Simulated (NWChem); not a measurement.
# LiCl: single-point calculation (part 2 of 2)

The same run, continued: LiCl; CCSD(T)/cc-pVTZ, RHF (NWChem 7.3.0). The geometry comes from this level: PBE0-D4/def2-TZVP.

Geometry of the input (Å):
```
Li 0.8571  -0.3061  0.4308
Cl -0.8571  0.3061  -0.4308
```

### Output, continued
```
 Vector   15  Occ=0.000000D+00  E= 1.232283D-01
              MO Center=  1.1D+00, -3.8D-01,  5.4D-01, r^2= 1.1D+01
   Bfn.  Coefficient  Atom+Function         Bfn.  Coefficient  Atom+Function
  ----- ------------  ---------------      ----- ------------  ---------------
    10     -0.822757  1 Li pz                 9      0.810384  1 Li py
     8      0.702997  1 Li px                13      0.613832  1 Li pz
    12     -0.604601  1 Li py                11     -0.524483  1 Li px
    23      0.174883  1 Li d  2

 Vector   16  Occ=0.000000D+00  E= 1.232283D-01
              MO Center=  1.1D+00, -3.8D-01,  5.4D-01, r^2= 1.1D+01
   Bfn.  Coefficient  Atom+Function         Bfn.  Coefficient  Atom+Function
  ----- ------------  ---------------      ----- ------------  ---------------
     9      1.001098  1 Li py                10      0.903509  1 Li pz
    12     -0.746886  1 Li py                13     -0.674079  1 Li pz
    19      0.182489  1 Li d -2              22     -0.150657  1 Li d  1

 Vector   17  Occ=0.000000D+00  E= 1.255029D-01
              MO Center=  1.3D+00, -4.8D-01,  6.7D-01, r^2= 9.4D+00
   Bfn.  Coefficient  Atom+Function         Bfn.  Coefficient  Atom+Function
  ----- ------------  ---------------      ----- ------------  ---------------
     4     -1.484676  1 Li s                  3      1.425653  1 Li s
     8      0.792573  1 Li px                10      0.398386  1 Li pz
    35      0.365697  2 Cl s                 11     -0.346512  1 Li px
     2      0.315139  1 Li s                  9     -0.283078  1 Li py
    13     -0.174174  1 Li pz

 Vector   18  Occ=0.000000D+00  E= 1.947908D-01
              MO Center=  9.7D-01, -3.5D-01,  4.9D-01, r^2= 9.7D+00
   Bfn.  Coefficient  Atom+Function         Bfn.  Coefficient  Atom+Function
  ----- ------------  ---------------      ----- ------------  ---------------
     3      1.730807  1 Li s                  4     -1.101739  1 Li s
     8     -0.729851  1 Li px                11      0.580742  1 Li px
    22      0.525130  1 Li d  1              45     -0.460003  2 Cl px
    23     -0.455728  1 Li d  2              19      0.373137  1 Li d -2
    10     -0.366859  1 Li pz                 2      0.363118  1 Li s

 Vector   19  Occ=0.000000D+00  E= 1.994449D-01
              MO Center=  9.3D-01, -3.3D-01,  4.7D-01, r^2= 7.4D+00
   Bfn.  Coefficient  Atom+Function         Bfn.  Coefficient  Atom+Function
  ----- ------------  ---------------      ----- ------------  ---------------
    20      0.928530  1 Li d -1              19     -0.477629  1 Li d -2
    21      0.254293  1 Li d  0              22     -0.184043  1 Li d  1

 Vector   20  Occ=0.000000D+00  E= 1.994449D-01
              MO Center=  9.3D-01, -3.3D-01,  4.7D-01, r^2= 7.4D+00
   Bfn.  Coefficient  Atom+Function         Bfn.  Coefficient  Atom+Function
  ----- ------------  ---------------      ----- ------------  ---------------
    21      0.732922  1 Li d  0              23      0.571554  1 Li d  2
    22      0.486538  1 Li d  1              19     -0.269222  1 Li d -2
    20     -0.171194  1 Li d -1

 Vector   21  Occ=0.000000D+00  E= 2.442829D-01
              MO Center=  8.3D-01, -3.0D-01,  4.2D-01, r^2= 7.5D+00
   Bfn.  Coefficient  Atom+Function         Bfn.  Coefficient  Atom+Function
  ----- ------------  ---------------      ----- ------------  ---------------
    23      0.855637  1 Li d  2              20      0.604289  1 Li d -1
    21     -0.553827  1 Li d  0              19      0.540294  1 Li d -2
    46      0.491412  2 Cl py                47     -0.416696  2 Cl pz
     9     -0.405616  1 Li py                45      0.384966  2 Cl px
    10      0.343945  1 Li pz                22      0.340730  1 Li d  1

 Vector   22  Occ=0.000000D+00  E= 2.442829D-01
              MO Center=  8.3D-01, -3.0D-01,  4.2D-01, r^2= 7.5D+00
   Bfn.  Coefficient  Atom+Function         Bfn.  Coefficient  Atom+Function
  ----- ------------  ---------------      ----- ------------  ---------------
    19      0.838480  1 Li d -2              22     -0.753099  1 Li d  1
    21      0.711487  1 Li d  0              47      0.535319  2 Cl pz
    46      0.519394  2 Cl py                10     -0.441857  1 Li pz
     9     -0.428713  1 Li py                23      0.155622  1 Li d  2

 Vector   23  Occ=0.000000D+00  E= 2.939397D-01
              MO Center=  1.3D-01, -4.8D-02,  6.7D-02, r^2= 9.7D+00
   Bfn.  Coefficient  Atom+Function         Bfn.  Coefficient  Atom+Function
  ----- ------------  ---------------      ----- ------------  ---------------
    35      2.578153  2 Cl s                  8      2.093508  1 Li px
     3     -1.706942  1 Li s                 10      1.052299  1 Li pz
    22      0.885168  1 Li d  1              23     -0.768182  1 Li d  2
     9     -0.747723  1 Li py                19      0.628967  1 Li d -2
    11     -0.624657  1 Li px                45      0.541819  2 Cl px

 Vector   24  Occ=0.000000D+00  E= 4.381314D-01
              MO Center=  7.8D-01, -2.8D-01,  3.9D-01, r^2= 5.5D+00
   Bfn.  Coefficient  Atom+Function         Bfn.  Coefficient  Atom+Function
  ----- ------------  ---------------      ----- ------------  ---------------
    10      1.259438  1 Li pz                 7     -1.088802  1 Li pz
     8     -0.795547  1 Li px                 5      0.687761  1 Li px
    13     -0.527735  1 Li pz                 9     -0.454952  1 Li py
     6      0.393312  1 Li py                11      0.333354  1 Li px
    12      0.190636  1 Li py

 Vector   25  Occ=0.000000D+00  E= 4.381314D-01
              MO Center=  7.8D-01, -2.8D-01,  3.9D-01, r^2= 5.5D+00
   Bfn.  Coefficient  Atom+Function         Bfn.  Coefficient  Atom+Function
  ----- ------------  ---------------      ----- ------------  ---------------
     9      1.412393  1 Li py                 6     -1.221033  1 Li py
    10      0.629106  1 Li pz                12     -0.591827  1 Li py
     7     -0.543871  1 Li pz                13     -0.263611  1 Li pz
     8      0.188235  1 Li px                 5     -0.162732  1 Li px

 Vector   26  Occ=0.000000D+00  E= 4.552644D-01
              MO Center=  4.8D-01, -1.7D-01,  2.4D-01, r^2= 4.6D+00
   Bfn.  Coefficient  Atom+Function         Bfn.  Coefficient  Atom+Function
  ----- ------------  ---------------      ----- ------------  ---------------
     8     -0.939601  1 Li px                 5      0.901822  1 Li px
    35     -0.728740  2 Cl s                 45      0.484457  2 Cl px
    10     -0.472289  1 Li pz                 7      0.453300  1 Li pz
     3     -0.441261  1 Li s                  4      0.425135  1 Li s
    17     -0.337914  1 Li d  1               9      0.335591  1 Li py

 Vector   27  Occ=0.000000D+00  E= 4.877488D-01
              MO Center=  6.1D-01, -2.2D-01,  3.1D-01, r^2= 4.9D+00
   Bfn.  Coefficient  Atom+Function         Bfn.  Coefficient  Atom+Function
  ----- ------------  ---------------      ----- ------------  ---------------
    26      0.524018  1 Li f -1              30      0.471967  1 Li f  3
    25      0.386065  1 Li f -2              29      0.365080  1 Li f  2
    27     -0.265973  1 Li f  0

 Vector   28  Occ=0.000000D+00  E= 4.877488D-01
              MO Center=  6.1D-01, -2.2D-01,  3.1D-01, r^2= 4.9D+00
   Bfn.  Coefficient  Atom+Function         Bfn.  Coefficient  Atom+Function
  ----- ------------  ---------------      ----- ------------  ---------------
    24      0.565065  1 Li f -3              27     -0.565920  1 Li f  0
    28      0.334468  1 Li f  1              25     -0.243812  1 Li f -2

 Vector   29  Occ=0.000000D+00  E= 5.171586D-01
              MO Center=  8.6D-01, -3.1D-01,  4.3D-01, r^2= 5.0D+00
   Bfn.  Coefficient  Atom+Function         Bfn.  Coefficient  Atom+Function
  ----- ------------  ---------------      ----- ------------  ---------------
    26      0.710055  1 Li f -1              29     -0.389951  1 Li f  2
    30     -0.358885  1 Li f  3              28     -0.321217  1 Li f  1
    25     -0.281796  1 Li f -2

 center of mass
 --------------
 x =  -1.07830980 y =   0.38513221 z =  -0.54201090

 moments of inertia (a.u.)
 ------------------
          23.312800118663          21.899022579390         -30.819309814123
          21.899022579390          76.805111919136          11.007512807973
         -30.819309814123          11.007512807973          69.135346831339

  Mulliken analysis of the total density
  --------------------------------------

    Atom       Charge   Shell Charges
 -----------   ------   -------------------------------------------------------
    1 Li   3     2.56   1.99  0.00  0.13 -0.01  0.20  0.09  0.01  0.06  0.06  0.03
    2 Cl  17    17.44   2.00  1.88  0.19  1.15  0.68  5.82  1.08  2.92  1.72  0.00  0.01  0.00

       Multipole analysis of the density wrt the origin
       ------------------------------------------------

     L   x y z        total         open         nuclear
     -   - - -        -----         ----         -------
     0   0 0 0     -0.000000      0.000000     20.000000

     1   1 0 0      2.399428      0.000000    -22.674520
     1   0 1 0     -0.856987      0.000000      8.098496
     1   0 0 1      1.206069      0.000000    -11.397315

     2   2 0 0    -10.025515      0.000000     52.462637
     2   1 1 0     -0.766620      0.000000    -18.737706
     2   1 0 1      1.078893      0.000000     26.370271
     2   0 2 0    -11.898123      0.000000      6.692413
     2   0 1 1     -0.385341      0.000000     -9.418481
     2   0 0 2    -11.629627      0.000000     13.254979

                   Four-Index Transformation
                   -------------------------
          Number of basis functions:             64
          Number of shells:                      22
          Number of occupied orbitals:           10
          Number of occ. correlated orbitals:     5
          Block length:                          16
          Superscript MO index range:      6 -   10
          Subscript MO index range:        6 -   64
          MO coefficients read from:  ./job.movecs
          Number of operator matrices in core:   30
          Half-transformed integrals produced

     Pass:    1     Index range:    6  -   10     Time:      3.54
 ------------------------------------------
 MP2 Energy (coupled cluster initial guess)
 ------------------------------------------
 Reference energy:           -467.051069903331893
 MP2 Corr. energy:             -0.213780162378496
 Total MP2 energy:           -467.264850065710391

 ****************************************************************************
              the segmented parallel ccsd program:    1 nodes
 ****************************************************************************

 level of theory    ccsd(t)
 number of core         5
 number of occupied     5
 number of virtual     54
 number of deleted      0
 total functions       64
 number of shells      22
 basis label          566

   ***** ccsd parameters *****
   iprt   =     0
   convi  =  0.100E-05
   maxit  =    60
   mxvec  =     5
 memory            144170948
  Using  1 OpenMP thread(s) in CCSD
  Failed reading restart vector from ./job.t2
  Using MP2 initial guess vector

 iter     correlation     delta       rms       T2     Non-T2      Main
             energy      energy      error      ampl     ampl      Block
                                                time     time      time
   1     -0.2275614666 -2.276D-01  1.313D-02     3.99     0.00     3.95
   2     -0.2310147152 -3.453D-03  4.398D-02     3.97     0.00     3.93
   3     -0.2317551974 -7.405D-04  8.169D-03     3.99     0.00     3.95
   4     -0.2319423560 -1.872D-04  8.097D-04     3.98     0.00     3.94
   5     -0.2319647742 -2.242D-05  1.723D-03     4.02     0.00     3.98
   6     -0.2319619152  2.859D-06  7.357D-05     4.07     0.00     4.03
   7     -0.2319611586  7.566D-07  8.438D-05     3.97     0.00     3.93
   8     -0.2319606430  5.156D-07  9.150D-06     3.96     0.00     3.92
   9     -0.2319606987 -5.563D-08  6.052D-06     3.99     0.00     3.95
  10     -0.2319608227 -1.240D-07  1.876D-06     3.97     0.00     3.93
  11     -0.2319609158 -9.311D-08  5.432D-07     3.99     0.00     3.95
                  *************converged*************

 -----------
 CCSD Energy
 -----------
 Reference energy:            -467.051069903331893
 CCSD corr. energy:             -0.231960915762932
 Total CCSD energy:           -467.283030819094847

 --------------------------------
 Spin Component Scaled (SCS) CCSD
 --------------------------------
 Same spin contribution:                 -0.048479185081101
 Same spin scaling factor:                1.130000000000000
 Opposite spin contribution:             -0.183481730681831
 Opposite spin scaling fact.:             1.270000000000000
 SCS-CCSD correlation energy:            -0.287803277107569
 Total SCS-CCSD energy:                -467.338873180439464
 memory            144170948

*********triples calculation*********

nkpass=    1; nvpass=    1; memdrv=          87210; memtrn=        2291826; memavail=      144170660
 memory available/node                      144170660
 total number of virtual orbitals        54
 number of virtuals per integral pass    54
 number of integral evaluations           1
 number of occupied per triples pass      5
 number of triples passes                 1

 commencing integral evaluation        1 at          47.48
  symmetry use  F
 commencing triples evaluation - blocking       1
 Time for integral evaluation pass     1        4.24
 Time for triples evaluation pass      1        0.75

 pseudo-e(mp4)  -0.83464060536372E-02
 pseudo-e(mp5)   0.49669592812496E-04
        e(t)    -0.82967364608247E-02

 --------------
 CCSD(T) Energy
 --------------
 Reference energy:                    -467.051069903331893

 CCSD corr. energy:                     -0.231960915762932
 T(CCSD) corr. energy:                  -0.008346406053637
 Total CCSD+T(CCSD) energy:           -467.291377225148437

 CCSD corr. energy:                     -0.231960915762932
 (T) corr. energy:                      -0.008296736460825
 Total CCSD(T) energy:                -467.291327555555654

 routine      calls  cpu(0)   cpu-min  cpu-ave  cpu-max   i/o
 aoccsd          1     0.00     0.00     0.00     0.00    0.00
 iterdrv         1     0.01     0.01     0.01     0.01    0.00
 pampt          11     0.03     0.03     0.03     0.03    0.00
 t2pm           11     0.07     0.07     0.07     0.07    0.00
 sxy            11     0.19     0.19     0.19     0.19    0.00
 ints       704099    40.94    40.94    40.94    40.94    0.00
 t2eri        2783     1.80     1.80     1.80     1.80    0.00
 idx2         2783     0.34     0.34     0.34     0.34    0.00
 idx34          11     0.02     0.02     0.02     0.02    0.00
 ht2pm          11     0.09     0.09     0.09     0.09    0.00
 itm            11     0.26     0.26     0.26     0.26    0.00
 pdiis          11     0.01     0.01     0.01     0.01    0.00
 triples         1     0.00     0.00     0.00     0.00    0.00
 rdtrpo          1     0.00     0.00     0.00     0.00    0.00
 trpmos          1     4.24     4.24     4.24     4.24    0.00
 trpdrv          1     0.08     0.08     0.08     0.08    0.00
 dovvv        8100     0.43     0.43     0.43     0.43    0.00
 doooo        8100     0.07     0.07     0.07     0.07    0.00
 tengy        6750     0.16     0.16     0.16     0.16    0.00
 Total                48.75    48.75    48.75    48.75    0.00

 Task  times  cpu:       77.5s     wall:       77.5s
 Total times  cpu:       77.5s     wall:       77.5s
```

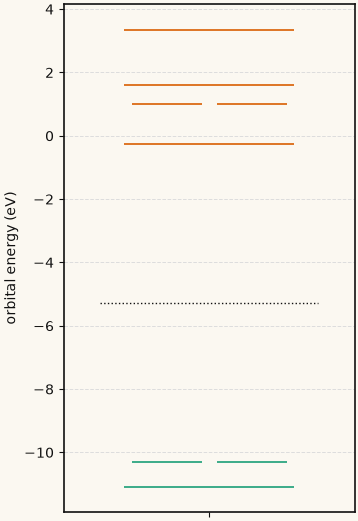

Orbital energies near the frontier (SCF reference); the dotted line parts filled from empty levels, and levels within 0.02 eV of each other stand side by side. Highest filled −10.32 eV, lowest empty −0.26 eV, 10.06 eV apart.

### Results in brief

```csv
quantity,value
outcome,converged
total energy,−467.291328 hartree
SCF energy,−467.051070 hartree
MP2 energy,−467.264850 hartree
CCSD energy,−467.283031 hartree
correlation energy,−0.240258 hartree
(T) correction,−0.008297 hartree
basis functions,64
HOMO of the SCF reference,−10.32 eV
LUMO of the SCF reference,−0.26 eV
wall time,78 s
peak memory,0.12 GiB
```
